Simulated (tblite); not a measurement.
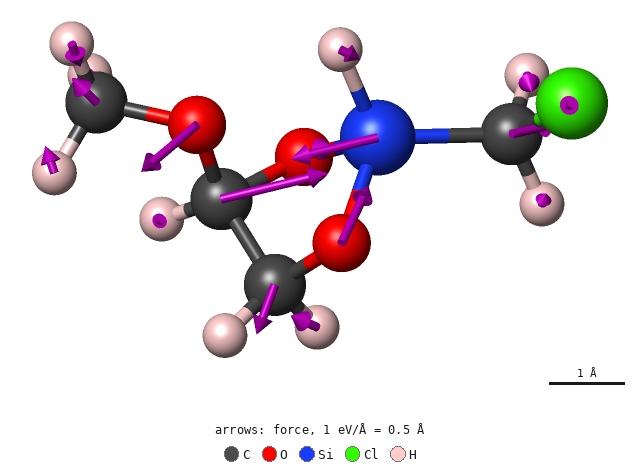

Starting geometry of C$_{4}$H$_{9}$ClO$_{3}$Si with the computed forces as purple arrows. The picture is a ball-and-stick view, seen face on.

Computed with GFN2-xTB geometry optimisation, gas phase (tblite). 

What follows when this structure is relaxed?

Answer. It isn't relaxed: the largest force vector, on a C atom, is 3.01 eV/Å. The final displacements have little in common with the starting forces (cosine between the two patterns 0.26). The atom that moves furthest after the best rigid fit is an H atom (1.48 Å). Largest moves by element: H 1.48 Å, O 0.92 Å, Cl 0.62 Å, C 0.29 Å, Si 0.29 Å. Near-neighbour distances that change, for instance: O–Si 2.441 → 3.169 Å, O–Si 1.749 → 1.644 Å, O–Si 1.722 → 1.633 Å, C–Si 1.834 → 1.894 Å. Bond angles that change, for instance: C–O–Si 96.4° → 109.1°, C–O–Si 101.2° → 111.3°, C–O–C 104.4° → 114.0°. Groups turn about C–C by about 55°, C–O by about 55°, C–O by about 40°. After 109 geometry steps the energy has fallen by 127.1 kJ/mol.
